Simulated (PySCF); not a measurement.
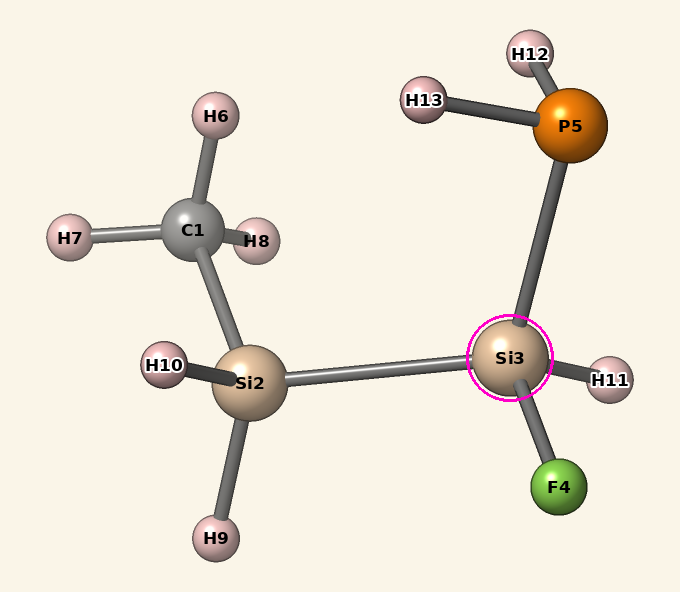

Distant atoms are faded towards the background colour. Circles mark the stereogenic atoms. Computed geometry: PBE0-D3(BJ)/def2-SVP optimisation. No frequency run is at hand to confirm it as a minimum.

### Assign CIP descriptors.

Si3: S (priorities P5 > Si2 > F4 > H11).

### Give a SMILES with the stereochemistry.

C[SiH2][Si@H](F)P
